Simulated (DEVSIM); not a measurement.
Device: TaN/Al2O3/SiO2/p-Si capacitor, at 250 K.

```
layer (left to right)  material  thickness (nm)  Na (cm⁻³)
---------------------  --------  --------------  ---------
1                         Al2O3            2.20          -
2                          SiO2           0.860          -
3                            Si           15000     1.5e15
```

Metal gate on the left, work function 4.4 eV. Fixed charge at the semiconductor interface -1.2e11 cm⁻² (in units of +e); no interface traps.

Constants are typed, rounded textbook-type inputs, not results; the design itself was drawn at random and stands for no fabricated device. Values at 300 K; Nc and Nv go as T^1.5, mobilities as T to minus their exponent, the gap by Varshni's rule with the affinity fixed.

```tsv
parameter	Al2O3	SiO2	Si
gap (eV)	6.8	9	1.124
affinity (eV)	1.35	0.9	4.05
permittivity	9	3.9	11.7
Nc (cm⁻³)	-	-	2.86e19
Nv (cm⁻³)	-	-	3.1e19
Varshni α (eV/K)	-	-	0.000473
Varshni β (K)	-	-	636
```

Simulated with DEVSIM: 1D Poisson equation in equilibrium, Boltzmann statistics, complete ionisation; no quantum confinement or tunnelling. Metal contacts follow the ideal Schottky-Mott rule: no Fermi-level pinning, no interface dipoles.

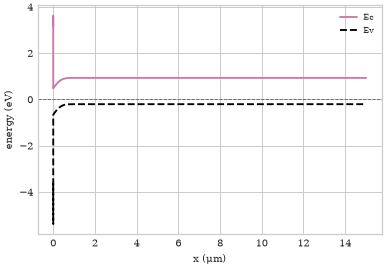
*Band edges at -0.1 V on the gate*

Energies count from the Fermi level of the right contact; mesh points crowd at the junctions.

```
x (μm)    Ec (eV)  Ev (eV)  n (cm⁻³)  p (cm⁻³)  field (V/cm)
--------  -------  -------  --------  --------  ------------
0.000       3.150   -3.650     < 1e2     < 1e2         43000
0.001037    3.154   -3.646     < 1e2     < 1e2         43000
0.002013    3.159   -3.641     < 1e2     < 1e2         43000
0.002693    3.614   -5.386     < 1e2     < 1e2         98000
0.004264    0.470   -0.666     7.4e9    860000         14000
0.007804    0.475   -0.661     5.9e9   1100000         14000
0.01664     0.487   -0.649     3.3e9   1900000         14000
0.05019     0.533   -0.604     4.0e8     1.6e7         13000
0.1225      0.622   -0.514   6400000     1.0e9         11000
0.2930      0.784   -0.352      3400    1.9e12          7500
0.7288      0.924   -0.213     < 1e2    1.2e15           440
2.383       0.928   -0.208     < 1e2    1.5e15           ≈ 0
5.948       0.928   -0.208     < 1e2    1.5e15           ≈ 0
11.20       0.928   -0.208     < 1e2    1.5e15           ≈ 0
13.84       0.928   -0.208     < 1e2    1.5e15           ≈ 0
14.54       0.928   -0.208     < 1e2    1.5e15           ≈ 0
14.81       0.928   -0.208     < 1e2    1.5e15           ≈ 0
14.93       0.928   -0.208     < 1e2    1.5e15           ≈ 0
14.98       0.928   -0.208     < 1e2    1.5e15           ≈ 0
14.99       0.928   -0.208     < 1e2    1.5e15           ≈ 0
15.00       0.928   -0.208     < 1e2    1.5e15           ≈ 0
15.00       0.928   -0.208     < 1e2    1.5e15           ≈ 0
```
